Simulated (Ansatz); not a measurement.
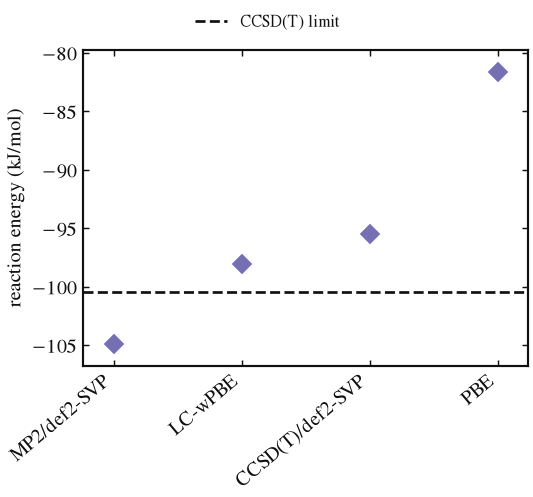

Electronic reaction energy of BSi₂H₅F₂ (B[Si](F)(F)[SiH3]) + NH₃ (N) → Si₂NH₅F₂ (N[Si](F)(F)[SiH3]) + BH₃ (B) (SMILES in brackets) at several levels (functionals in def2-TZVPP unless a basis is named), isolated molecules at PBE0-D4 triple-zeta geometries, minima by their frequencies, no zero-point or thermal terms, the Ansatz code. The line is frozen-core CCSD(T) at the basis limit (MP2 extrapolated from triple and quadruple zeta, plus CCSD(T) less MP2 in a smaller set). The distance of MP2/def2-SVP and CCSD(T)/def2-SVP to the limit includes basis error.

Question: What do zero-point energy and temperature add?

Answer: Zero-point change −5.4 kJ/mol; at 298.15 K and 1 bar the CCSD(T) limit plus thermal terms gives an enthalpy of reaction of −106.7 and a free energy of −102.4 kJ/mol (harmonic PBE0-D4 modes, ideal gas).

Question: Which level comes closest to the line (CCSD(T) limit), and which misses most?

Answer: Closest LC-wPBE (−98.1 kJ/mol), against −100.5 kJ/mol; farthest PBE (−81.6 kJ/mol).
